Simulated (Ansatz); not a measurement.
# AlAsH6O3: what the fields show

Input file:

```
basis:
  gaussian:
    orbitals: def2-SVPD
crystal:
  periodic: [false, false, false]
  atoms:
    - {symbol: Al, position_ang: [-0.293934, -0.593051, 0.717717]}
    - {symbol: As, position_ang: [0.521458, 1.003353, -1.225058]}
    - {symbol: O, position_ang: [-1.951514, -0.151769, 0.657642]}
    - {symbol: O, position_ang: [0.688723, 0.072601, 1.957370]}
    - {symbol: O, position_ang: [0.191692, -2.067275, -0.014728]}
    - {symbol: H, position_ang: [-2.351034, 0.378415, 1.348830]}
    - {symbol: H, position_ang: [1.444823, -0.403545, 2.303805]}
    - {symbol: H, position_ang: [-0.450926, -2.682656, -0.370770]}
    - {symbol: H, position_ang: [1.967491, 0.991574, -1.664451]}
    - {symbol: H, position_ang: [0.386423, 2.502216, -1.086066]}
    - {symbol: H, position_ang: [-0.087902, 0.893137, -2.603690]}
output: {forces: true, orbitals: {seedname: orbitals}}
hamiltonian:
  xc: {name: PBE0}
```

Launched as:

```sh
ansatz run input.yaml --threads 2 --pin off --max-ram 5220MiB --events-out events.jsonl --progress --plain --runs-dir runs
```

Geometry: PBE0-D4/def2-SVP.

These are results of Ansatz, isolated molecule in a Gaussian basis; Kohn-Sham density functional theory, functional PBE0, not measurements.

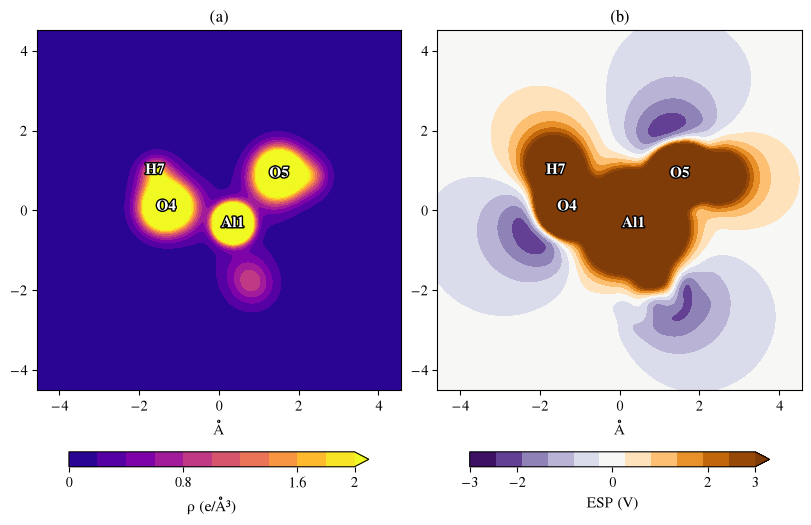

Figure 1. (a) total electron density; (b) electrostatic potential on the plane of atoms Al1, O4 and H7.

Interpret the plot.

The plane passes through Al, O and H nuclei.
Al–O (1.72 Å): the density is about 0.83 e/Å³ at the midpoint.
O–H (0.96 Å): ρ at the midpoint is about 3.7 e/Å³.
Outside the dense part of the molecule the potential is most negative (−2.3 V) near O4 and O5.

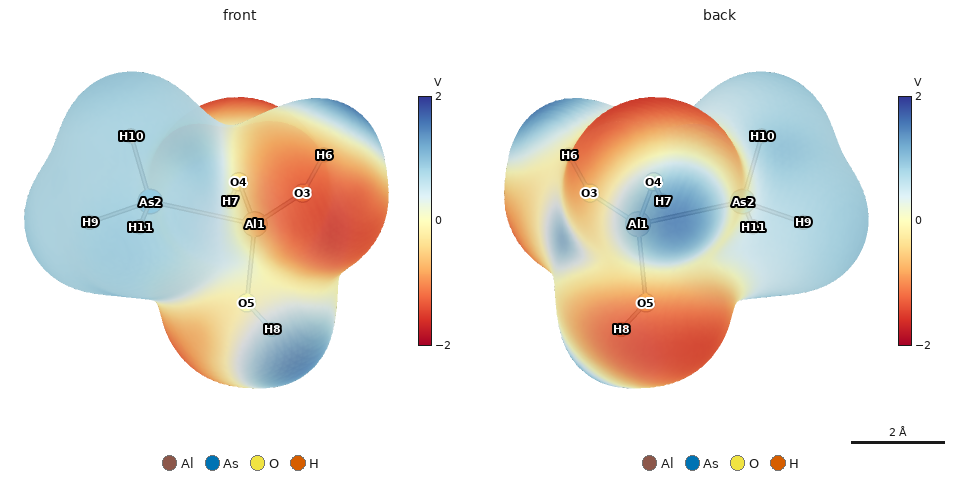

Figure 2. The electrostatic potential painted on the density surface at 0.001 e/bohr³, seen from the front and from behind; the colour scale runs from red (negative) to blue (positive).

Where is the surface potential most negative and most positive?

The most negative region (about −1.5 V, or −35 kcal/mol for a unit charge) lies over O3, O4 and O5, the most positive (about +1.4 V, or +32 kcal/mol for a unit charge) over H6, H7 and H8.

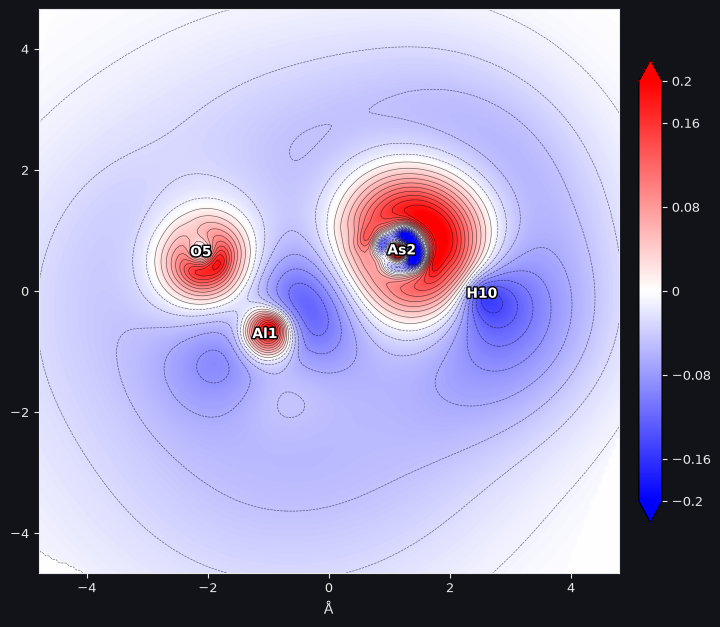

Figure 3. The LUMO on the plane of atoms As2, Al1 and O5 (values in Å⁻³ᐟ²; the overall sign is arbitrary).

Where does this orbital lie, and at what energy?

It lies mainly on Al1 (about 25 %), As2 (about 20 %), H10 (about 10 %), H9 (about 10 %) and H11 (about 10 %). Its energy is −0.42 eV.
